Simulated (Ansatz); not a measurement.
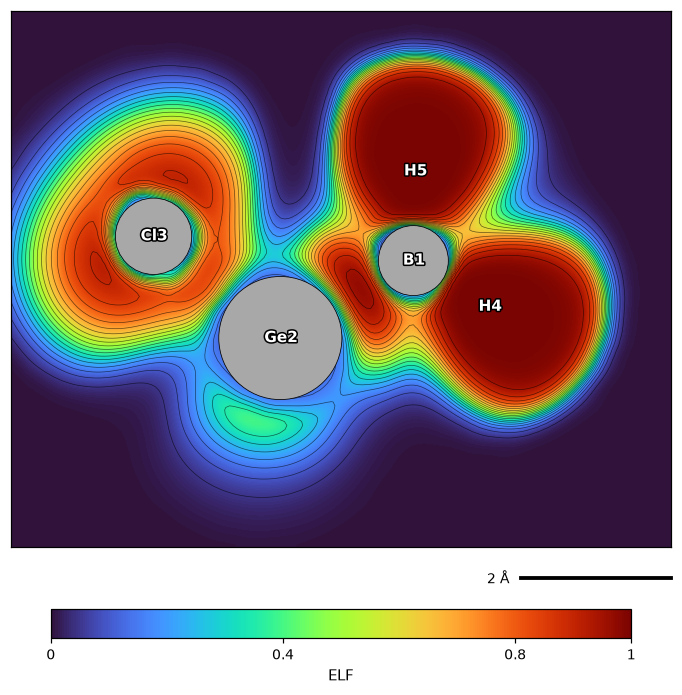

Figure. BClGeH4 (SMILES [BH2][GeH2][Cl]). ELF on the plane of atoms B1, Ge2 and Cl3. Grey discs cover the atomic cores.

Geometry: PBE0-D4/def2-TZVP.

The calculation used RKS PBE0-D4/def2-TZVPP (Ansatz).

```yaml
atoms:
  - { symbol: B, position_ang: [-1.0483, -0.0560, -0.7381] }
  - { symbol: Ge, position_ang: [0.6142, -0.1222, 0.4653] }
  - { symbol: Cl, position_ang: [1.6482, 1.7838, 0.4698] }
  - { symbol: H, position_ang: [-1.7207, -1.0377, -0.8434] }
  - { symbol: H, position_ang: [-1.3524, 0.9336, -1.3275] }
  - { symbol: H, position_ang: [0.2698, -0.4127, 1.9373] }
  - { symbol: H, position_ang: [1.6504, -1.1570, -0.0092] }
```

### Read the bonding off the picture.

The section cuts through B, Ge, Cl and H sites.
Ge–B (2.05 Å): the ELF peaks at about 0.95 between the atoms, as expected for a covalent bond.
Ge–Cl (2.17 Å): the ELF peaks at about 0.85 in the valence shell of Cl, 0.9 Å from its nucleus, and is about 0.70 at the midpoint.
B–H (1.19 Å): the ELF climbs to about 1 towards the hydrogen, as it does in any bond to H; an ordinary covalent bond to hydrogen.
The ELF also peaks beside Cl3, away from the bonds: lone-pair regions.
